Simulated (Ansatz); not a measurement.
**Single-point calculation of BAs3 (part 2 of 2)**

Continued. System: BAs3 (disordered cell, 20 atoms in the cell). Method: DFT PBE, scalar-relativistic, plane waves, PAW, no spin polarisation (Ansatz 0.2.0); cutoff 420 eV, 3×3×3 k-mesh, Fermi–Dirac smearing of 0.3447 eV. It belongs to a series of runs on one base structure; here: last frame at 4000 K on a finer mesh.

Geometry of the input (Å; fractional positions):
```
7.1150  0.1217  -0.0762
0.1217  7.4580  0.0656
-0.0762  0.0656  7.5605
B  0.0102  0.4681  0.9044
B  0.2008  0.4991  0.6348
B  0.1201  0.4181  0.0883
B  0.2429  0.3031  0.5371
B  0.0998  0.5214  0.3450
As 0.6279  0.4171  0.2208
As 0.9540  0.3027  0.3183
As 0.6246  0.9439  0.0833
As 0.7813  0.6482  0.0128
As 0.9423  0.3030  0.7194
As 0.5685  0.3859  0.6090
As 0.2131  0.0472  0.8790
As 0.2648  0.7201  0.9919
As 0.9321  0.9296  0.3066
As 0.3286  0.3441  0.2662
As 0.2515  0.7222  0.6592
As 0.3438  0.8737  0.3144
As 0.8573  0.6934  0.4975
As 0.7022  0.8702  0.7447
As 0.6791  0.2368  0.8904
```

Output, continued
```
  k-point 1: bands = ["-27.6948", "-27.6195", "-27.5981", "-27.5233", "-27.5145", "-27.4733", "-27.4609", "-27.4535", "-27.4337", "-27.4270", "-27.4123", "-27.3873", "-27.3763", "-27.3601", "-27.3564", "-27.3489", "-27.3445", "-27.3286", "-27.3200", "-27.3097", "-27.3090", "-27.3063", "-27.3040", "-27.2995", "-27.2922", "-27.2882", "-27.2717", "-27.2633", "-27.2592", "-27.2521", "-27.2489", "-27.2423", "-27.2384", "-27.2312", "-27.2289", "-27.2233", "-27.2206", "-27.2092", "-27.2036", "-27.1955",
      "-27.1952", "-27.1933", "-27.1913", "-27.1832", "-27.1615", "-27.1563", "-27.1525", "-27.1475", "-27.1367", "-27.1345", "-27.1314", "-27.1220", "-27.1204", "-27.1074", "-27.1064", "-27.0939", "-27.0892", "-27.0879", "-27.0867", "-27.0835", "-27.0826", "-27.0764", "-27.0604", "-27.0581", "-27.0560", "-27.0551", "-27.0480", "-27.0471", "-27.0434", "-27.0371", "-27.0210", "-27.0053", "-26.9986", "-26.9945", "-26.9881", "-6.0980", "-5.2792", "-4.3824", "-4.1781", "-3.7050",
      "-3.1944", "-2.9484", "-2.4499", "-2.1406", "-1.7745", "-1.7139", "-1.1440", "-0.9675", "-0.3308", "-0.1451", "0.4045", "1.4776", "2.0769", "2.8907", "3.4384", "3.5765", "3.7291", "3.9638", "4.2356", "4.4466", "4.5896", "4.9686", "5.1933", "5.2765", "5.4275", "5.6771", "5.9752", "6.2320", "6.2907", "6.5719", "7.0762", "7.1517", "7.4425", "7.5162", "7.7893", "8.0031", "8.1214", "8.4371", "8.5701", "8.7259",
      "8.7784", "9.0110", "9.1850", "9.3198", "9.4341", "9.6502", "9.8746", "10.0743", "10.2804", "10.4468", "10.6506", "10.9719", "11.2291", "11.5409", "11.8161", "11.9491", "12.1466", "12.2860", "12.5904", "12.6987", "13.2046", "13.2805", "13.3906", "13.7208", "14.0192", "14.3628", "14.5587", "14.7177", "14.8306", "15.1500", "15.3215", "15.5103", "15.6108", "15.8492", "16.0007", "16.2195", "16.3976", "16.6652", "16.8063"]
  k-point 2: bands = ["-27.6948", "-27.6195", "-27.5981", "-27.5233", "-27.5145", "-27.4733", "-27.4609", "-27.4535", "-27.4337", "-27.4269", "-27.4125", "-27.3872", "-27.3761", "-27.3604", "-27.3562", "-27.3488", "-27.3452", "-27.3280", "-27.3201", "-27.3098", "-27.3091", "-27.3060", "-27.3043", "-27.3001", "-27.2920", "-27.2882", "-27.2717", "-27.2632", "-27.2592", "-27.2519", "-27.2491", "-27.2423", "-27.2381", "-27.2311", "-27.2289", "-27.2227", "-27.2208", "-27.2092", "-27.2036", "-27.1954",
      "-27.1951", "-27.1934", "-27.1912", "-27.1832", "-27.1616", "-27.1562", "-27.1525", "-27.1476", "-27.1368", "-27.1348", "-27.1313", "-27.1219", "-27.1203", "-27.1076", "-27.1074", "-27.0939", "-27.0891", "-27.0879", "-27.0868", "-27.0836", "-27.0821", "-27.0759", "-27.0605", "-27.0581", "-27.0560", "-27.0551", "-27.0480", "-27.0470", "-27.0433", "-27.0371", "-27.0210", "-27.0053", "-26.9987", "-26.9945", "-26.9881", "-6.1459", "-5.0225", "-4.7055", "-4.1009", "-3.6288",
      "-3.2841", "-2.7733", "-2.5830", "-2.1681", "-1.9038", "-1.6127", "-1.2043", "-0.8813", "-0.4681", "0.1729", "0.3397", "1.3022", "2.1567", "2.8717", "3.1033", "3.5565", "3.7694", "4.0903", "4.3213", "4.6799", "4.9018", "5.0772", "5.2759", "5.3193", "5.4296", "5.7099", "5.9799", "6.2642", "6.4001", "6.6740", "6.8303", "7.0896", "7.2004", "7.3845", "7.5040", "7.9806", "8.1000", "8.2642", "8.3322", "8.5020",
      "8.6833", "9.1527", "9.2372", "9.3692", "9.5161", "9.6470", "9.8195", "10.0563", "10.2994", "10.4989", "10.7151", "10.9146", "11.1341", "11.3464", "11.6798", "11.9560", "12.2036", "12.3492", "12.5781", "12.8726", "13.1136", "13.2427", "13.5555", "13.9973", "14.1087", "14.3417", "14.7173", "14.7983", "15.0644", "15.3398", "15.5691", "15.5924", "15.7647", "15.9215", "16.1341", "16.2726", "16.4415", "16.6052", "16.7563"]
  k-point 13: bands = ["-27.6950", "-27.6193", "-27.5981", "-27.5233", "-27.5145", "-27.4733", "-27.4609", "-27.4535", "-27.4337", "-27.4269", "-27.4136", "-27.3872", "-27.3740", "-27.3604", "-27.3557", "-27.3488", "-27.3455", "-27.3276", "-27.3194", "-27.3143", "-27.3088", "-27.3061", "-27.3042", "-27.2986", "-27.2910", "-27.2882", "-27.2725", "-27.2632", "-27.2592", "-27.2521", "-27.2490", "-27.2423", "-27.2381", "-27.2311", "-27.2290", "-27.2225", "-27.2208", "-27.2092", "-27.2036", "-27.1955",
      "-27.1952", "-27.1934", "-27.1912", "-27.1832", "-27.1616", "-27.1563", "-27.1525", "-27.1475", "-27.1367", "-27.1346", "-27.1313", "-27.1220", "-27.1204", "-27.1074", "-27.1064", "-27.0939", "-27.0891", "-27.0880", "-27.0867", "-27.0835", "-27.0826", "-27.0764", "-27.0604", "-27.0581", "-27.0560", "-27.0551", "-27.0480", "-27.0471", "-27.0434", "-27.0371", "-27.0210", "-27.0053", "-26.9987", "-26.9945", "-26.9881", "-5.8281", "-5.1603", "-4.5250", "-4.4134", "-4.1708",
      "-3.8336", "-2.8604", "-2.5371", "-1.8190", "-1.4087", "-1.1481", "-0.8932", "-0.6083", "-0.3398", "0.1000", "0.6257", "1.2107", "1.8985", "2.8746", "3.0819", "3.4836", "3.6803", "3.9364", "4.2582", "4.3773", "4.4109", "4.6475", "4.8303", "5.1911", "5.4804", "5.5636", "5.8887", "6.0914", "6.2891", "6.5887", "6.7709", "7.0905", "7.3060", "7.5342", "7.6997", "7.8368", "8.0667", "8.2705", "8.4830", "8.6864",
      "8.9848", "9.0754", "9.2999", "9.4788", "9.6982", "9.9127", "10.1074", "10.3109", "10.4748", "10.6636", "10.8010", "11.0681", "11.2346", "11.5484", "11.7442", "12.0573", "12.2710", "12.5191", "12.6560", "12.8534", "13.0831", "13.3655", "13.4475", "13.8735", "14.0393", "14.3038", "14.6774", "14.7802", "14.8752", "15.1224", "15.4679", "15.5905", "15.8312", "15.9902", "16.1701", "16.4752", "16.5360", "16.6685", "16.9706"]
--- Löwdin populations: 20 sites ---
  site symbol       q [e]
     0      B      3.3413
     1      B      3.3067
     2      B      3.2997
     3      B      3.3264
     4      B      3.3161
     5     As     14.9708
     6     As     14.6404
     7     As     14.8622
     8     As     14.7967
     9     As     14.6577
    10     As     14.9037
    11     As     14.9862
    12     As     14.8283
    13     As     14.9325
    14     As     14.4984
    15     As     14.6645
    16     As     15.0144
    17     As     14.8565
    18     As     15.0295
    19     As     14.8705
  spilling = 0.003739 (of n_electrons = 240.000000)
```

File populations.tsv
```
# site	symbol	l	j	q
# orbitals = lowdin
# n_electrons = 240.000000
# spilling = 0.003739
0	B	0_2S	-	0.902921
0	B	1_2P	-	2.438332
1	B	0_2S	-	0.880140
1	B	1_2P	-	2.426559
2	B	0_2S	-	0.891721
2	B	1_2P	-	2.407990
3	B	0_2S	-	1.059424
3	B	1_2P	-	2.267012
4	B	0_2S	-	1.067735
4	B	1_2P	-	2.248356
5	As	0_4S	-	1.732021
5	As	1_4P	-	3.240538
5	As	2_3D	-	9.998291
6	As	0_4S	-	1.651396
6	As	1_4P	-	2.992258
6	As	2_3D	-	9.996735
7	As	0_4S	-	1.819506
7	As	1_4P	-	3.043563
7	As	2_3D	-	9.999099
8	As	0_4S	-	1.745012
8	As	1_4P	-	3.053107
8	As	2_3D	-	9.998611
9	As	0_4S	-	1.644488
9	As	1_4P	-	3.016932
9	As	2_3D	-	9.996300
10	As	0_4S	-	1.843682
10	As	1_4P	-	3.060795
10	As	2_3D	-	9.999187
11	As	0_4S	-	1.909921
11	As	1_4P	-	3.076636
11	As	2_3D	-	9.999594
12	As	0_4S	-	1.827484
12	As	1_4P	-	3.001635
12	As	2_3D	-	9.999133
13	As	0_4S	-	1.819308
13	As	1_4P	-	3.114186
13	As	2_3D	-	9.999035
14	As	0_4S	-	1.498763
14	As	1_4P	-	3.004060
14	As	2_3D	-	9.995582
15	As	0_4S	-	1.589972
15	As	1_4P	-	3.082606
15	As	2_3D	-	9.991898
16	As	0_4S	-	1.899096
16	As	1_4P	-	3.115733
16	As	2_3D	-	9.999605
17	As	0_4S	-	1.768660
17	As	1_4P	-	3.089152
17	As	2_3D	-	9.998721
18	As	0_4S	-	1.860746
18	As	1_4P	-	3.169411
18	As	2_3D	-	9.999378
19	As	0_4S	-	1.785898
19	As	1_4P	-	3.085902
19	As	2_3D	-	9.998742
```

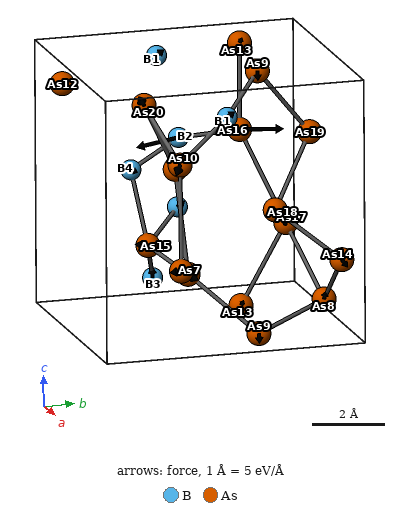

Fig. 1: Forces on the atoms as black arrows (ball-and-stick view of the cell of the calculation, seen slightly off an axis; atoms are numbered from 1 in the order of the input); the smallest are left out. The largest act on As16 (6.26 eV/Å); B2 (6.12 eV/Å); As6 (2.30 eV/Å); As15 (2.10 eV/Å), among others. The geometry is not a stationary point of this energy.

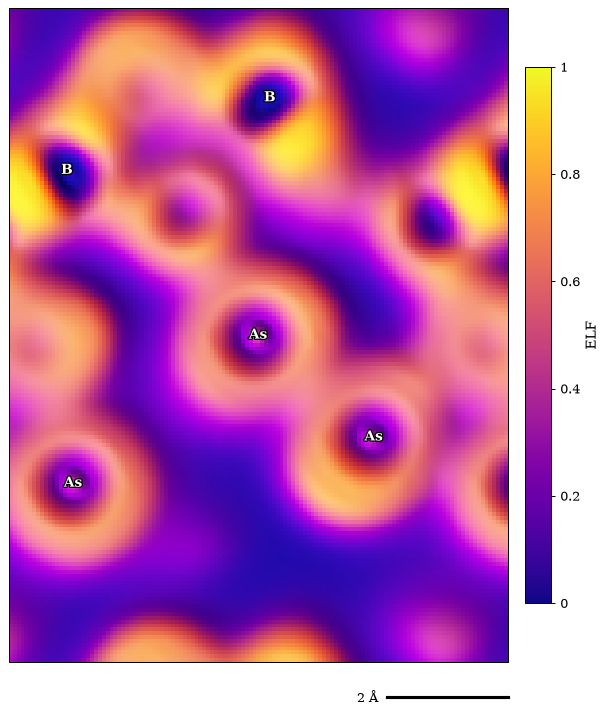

Fig. 2: Electron localisation function on the (110) plane of the calculation cell. The section cuts through B and As sites. In a PAW calculation such maps are meaningful between the atoms, not at the nuclei.

Summary

```csv
quantity,value
outcome,converged
electrons treated,240
free energy,−73606.0954 eV
Fermi energy,8.748 eV
gap on the k-point mesh,none (metallic)
pressure,3.72 GPa
largest force (length of the vector),6.261 eV/Å
wall time,2.6 min (CPU time 5 min)
peak memory,1.3 GiB
```
